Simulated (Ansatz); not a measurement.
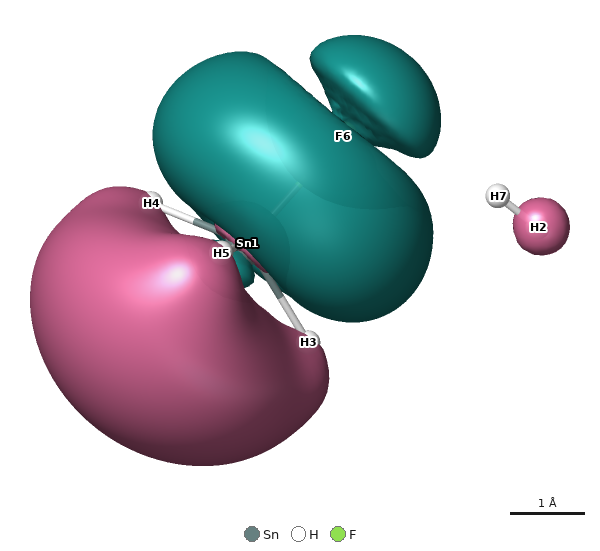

The picture shows: FH$_{3}$Sn···H$_{2}$. The LUMO at ±0.06 Å⁻³ᐟ² (teal and pink are the two phases), seen at a tilt.

Core potentials replace the inner electrons of Sn.

All numbers below come from RKS PBE-D4/def2-TZVP in Ansatz.

```yaml
atoms:
  - { symbol: Sn, position_ang: [-0.4600, 0.0000, -0.7668] }
  - { symbol: H, position_ang: [0.0640, 0.0000, 3.3917] }
  - { symbol: H, position_ang: [1.0904, 0.0000, -0.0353] }
  - { symbol: H, position_ang: [-0.8233, 1.4372, -1.6284] }
  - { symbol: H, position_ang: [-0.8233, -1.4372, -1.6285] }
  - { symbol: F, position_ang: [-1.7142, 0.0000, 0.7324] }
  - { symbol: H, position_ang: [-0.4749, 0.0000, 2.8641] }
```

Question: What is the character of this orbital?

Answer: Its weight (Hirshfeld) is mainly on Sn1 (about 70 %) and F6 (about 15 %). Its energy is −1.74 eV.
